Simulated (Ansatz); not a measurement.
# HF/3-21G run of C2H7BO2 (SMILES COB(C)O)

What is the electronic atomisation energy of C2H7BO2 at HF/3-21G? 

The calculation is run with Ansatz 0.2.0.

43 further runs of the same task are left out: 43 set aside as unsound or not needed. Runs told in other sessions of the task aren't counted.

### 1 The structure to begin with

C2H7BO2: 12 atoms, total charge 0, spin state singlet. SMILES: `COB(C)O`. The coordinates come from a PBE0-D4/def2-TZVP relaxation. This is one conformer, not always the lowest.

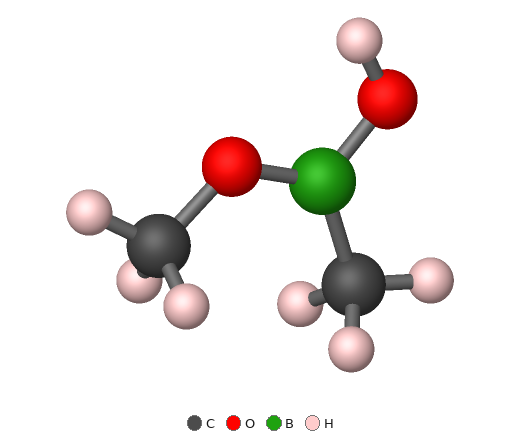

Viewed from a chosen angle; carbon dark grey, oxygen red, boron green, hydrogen pink.

### 2 A single-point energy at HF/3-21G

File input.yaml:

```yaml
crystal:
  periodic: [false, false, false]
  atoms:
    - symbol: C
      position_ang: [-0.385800, 1.104700, 1.227500]
    - symbol: O
      position_ang: [-0.288300, 1.094500, -0.177300]
    - symbol: B
      position_ang: [0.078500, -0.027600, -0.868600]
    - symbol: C
      position_ang: [0.403800, -1.405400, -0.192200]
    - symbol: O
      position_ang: [0.151500, 0.090300, -2.225400]
    - symbol: H
      position_ang: [0.601000, 1.027300, 1.694500]
    - symbol: H
      position_ang: [-1.011800, 0.286800, 1.596500]
    - symbol: H
      position_ang: [-0.837700, 2.051400, 1.525200]
    - symbol: H
      position_ang: [-0.473600, -1.805200, 0.327000]
    - symbol: H
      position_ang: [0.726300, -2.144900, -0.925200]
    - symbol: H
      position_ang: [1.187500, -1.307000, 0.565300]
    - symbol: H
      position_ang: [-0.074500, 0.980100, -2.513200]
basis:
  gaussian:
    orbitals: 3-21G.json
hamiltonian:
  xc: hf
accuracy: high
output:
  orbitals: {seedname: orbitals}
```

The basis set 3-21G is read from a file made from the Basis Set Exchange's data (not shown).

Launch:

```bash
$ ansatz run input.yaml --threads 1 --pin off --max-ram 2610MiB --events-out events.jsonl --progress --plain --runs-dir runs
```

What it wrote:

```text
Warning: RAYON_NUM_THREADS=1 ignored (pool sized by the plan → 1); use --threads N
Functional definition: HF
  name "HF"
  exchange = exact_x
  correlation = 0
1406 factors; integrals over basis functions are off by at most 5.9e-9 eV
mean field evaluation 1: about -6879.5886 eV, gradient 3.6e1 eV
mean field evaluation 2: about -6879.9737 eV, gradient 3.7e1 eV
mean field evaluation 4: about -6882.7482 eV, gradient 2.7e0 eV
mean field evaluation 8: about -6882.7781 eV, gradient 1.4e-1 eV
mean field evaluation 16: about -6882.7782 eV, gradient 3.5e-8 eV
mean field -6882.77819356 eV, -252.9374332986 hartree, gradient 3.5e-8 eV, S^2 0.000000; 0 other end points of the search recorded, 0 dependent functions left out
reference -6882.77819356 eV, -252.9374332986 hartree; 20, 20 occupied and 39, 39 virtual orbitals, 1406 factors
Total energy: -6882.77819356 eV, -252.9374332986 hartree
```

It took 0.89 s on 1 thread of Arm Neoverse V1, shared host; peak memory 0.12 GiB.

### 3 The B atom, same level

File in.yaml:

```yaml
crystal:
  periodic: [false, false, false]
  atoms:
    - {symbol: B, position_ang: [0.000000, 0.000000, 0.000000]}
basis:
  gaussian: {orbitals: 3-21G.json}
accuracy: high
magnetization: {spin_polarized: true, initial_magnetization: 1}
hamiltonian: {xc: hf}
```

The basis set 3-21G is read from a file made from the Basis Set Exchange's data (not shown).

Launch:

```bash
$ ansatz run in.yaml --threads 1 --pin off --max-ram 2610MiB --events-out events.jsonl --progress --plain --runs-dir runs
```

What it wrote:

```text
Warning: RAYON_NUM_THREADS=1 ignored (pool sized by the plan → 1); use --threads N
Functional definition: HF
  name "HF"
  exchange = exact_x
  correlation = 0
42 factors; integrals over basis functions are off by at most 2.1e-9 eV
mean field evaluation 1: about -663.4978 eV, gradient 3.5e0 eV
mean field evaluation 2: about -663.4979 eV, gradient 3.5e0 eV
mean field evaluation 4: about -663.6787 eV, gradient 2.3e-1 eV
mean field evaluation 8: about -663.6792 eV, gradient 1.1e-4 eV
mean field evaluation 16: about -663.4788 eV, gradient 1.4e0 eV
mean field evaluation 32: about -663.6792 eV, gradient 7.4e-3 eV
mean field -663.67922630 eV, -24.3897617087 hartree, gradient 3.1e-9 eV, S^2 0.750312; 1 other end points of the search recorded, 0 dependent functions left out
reference -663.67922630 eV, -24.3897617087 hartree; 3, 2 occupied and 6, 7 virtual orbitals, 42 factors
Total energy: -663.67922630 eV, -24.3897617087 hartree
```

Wall time 0.04 s (1 thread of Arm Neoverse V1, shared host).

### 4 The C atom at the same level

File input.yaml:

```yaml
crystal:
  periodic: [false, false, false]
  atoms:
    - {symbol: C, position_ang: [0.000000, 0.000000, 0.000000]}
basis:
  gaussian: {orbitals: 3-21G.json}
accuracy: high
magnetization: {spin_polarized: true, initial_magnetization: 2}
hamiltonian: {xc: hf}
```

The basis set 3-21G is read from a file made from the Basis Set Exchange's data (not shown).

Run the same way, it converges to -37.48107 Eh (log not shown).

### 5 The H atom

File input.yaml:

```yaml
crystal:
  periodic: [false, false, false]
  atoms:
    - {symbol: H, position_ang: [0.000000, 0.000000, 0.000000]}
basis:
  gaussian: {orbitals: 3-21G.json}
magnetization: {spin_polarized: true, initial_magnetization: 1}
accuracy: high
hamiltonian: {xc: hf}
```

The basis set 3-21G is read from a file made from the Basis Set Exchange's data (not shown).

Run the same way, it converges to -0.49620 Eh (log not shown).

### 6 The O atom

File input.yaml:

```yaml
crystal:
  periodic: [false, false, false]
  atoms:
    - {symbol: O, position_ang: [0.000000, 0.000000, 0.000000]}
basis:
  gaussian: {orbitals: 3-21G.json}
total_charge: 0
magnetization: {spin_polarized: true, initial_magnetization: 2}
hamiltonian: {xc: hf}
accuracy: high
```

The basis set 3-21G is read from a file made from the Basis Set Exchange's data (not shown).

Run the same way, it converges to -74.39366 Eh (log not shown).

### 7 Results

At HF/3-21G:

| quantity | value |
| --- | --- |
| molecule: total energy | -252.93743 Eh |
| molecule: HOMO energy | -12.15 eV |
| molecule: LUMO energy | 6.02 eV |
| molecule: HOMO–LUMO gap | 18.17 eV |
| B atom: total energy | -24.38976 Eh |
| B atom: ⟨S²⟩ | 0.750 |
| C atom: total energy | -37.48107 Eh |
| C atom: ⟨S²⟩ | 2.001 |
| H atom: total energy | -0.49620 Eh |
| H atom: ⟨S²⟩ | 0.750 |
| O atom: total energy | -74.39366 Eh |
| O atom: ⟨S²⟩ | 2.001 |
| electronic atomisation energy | 36.050 eV |

Taking the molecule apart into free atoms costs 36.05 eV (3478 kJ/mol), before zero-point energy and without spin-orbit coupling. Hartree–Fock lacks the correlation of the bonding pairs, which as a rule makes this value much too low; in minimal bases other errors can mask that. The basis has no polarisation functions, which makes bonds too weak.
